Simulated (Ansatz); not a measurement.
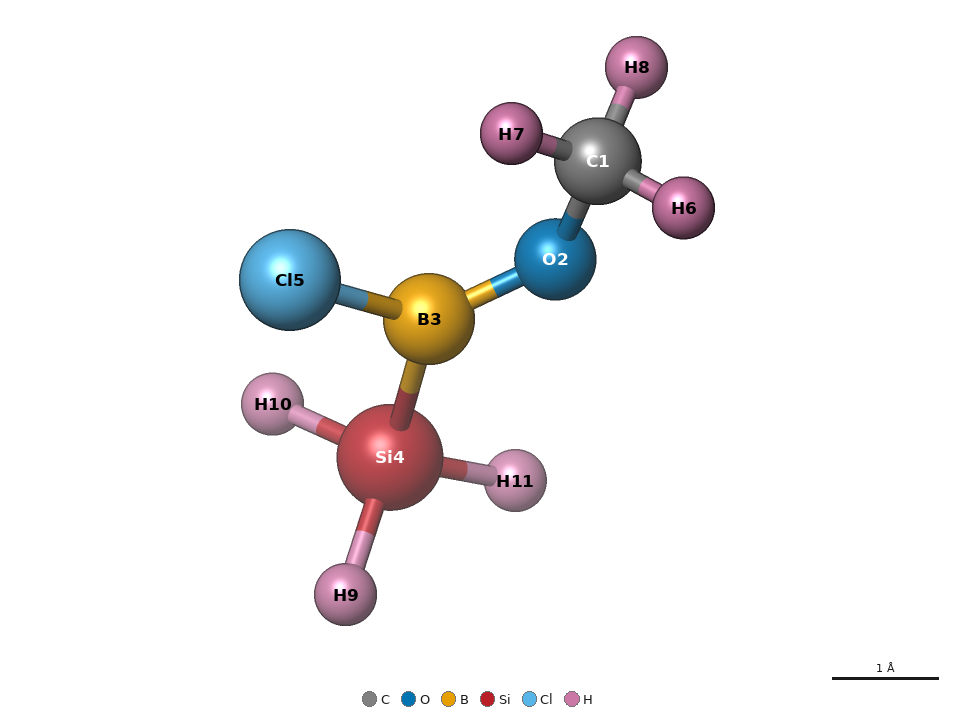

Orthographic view. Depth is shown by fading: the farther an atom, the more it takes the colour of the background. The geometry was computed by an optimisation with PBE0-D4/def2-TZVP. No frequency run is at hand to confirm it as a minimum.

Give the geometry as a Z-matrix, atoms in numerical order, with these reference atoms: 2 to 1; 3 to 2, 1; 4 to 3, 2, 1; 5 to 3, 2, 1; 6 to 1, 2, 3; 7 to 1, 6, 2; 8 to 1, 7, 6; 9 to 4, 3, 2; 10 to 4, 9, 3; 11 to 4, 9, 10.

```
C  
O    1   1.418
B    2   1.335   1   126.8
Si   3   2.023   2   120.6   1   180.0
Cl   3   1.782   2   121.4   1     0.0
H    1   1.091   2   108.2   3   118.3
H    1   1.090   6   109.8   2   122.2
H    1   1.090   7   109.9   6  -120.0
H    4   1.489   3   109.6   2   121.4
H    4   1.489   9   107.8   3  -119.2
H    4   1.487   9   108.8  10  -117.9
```
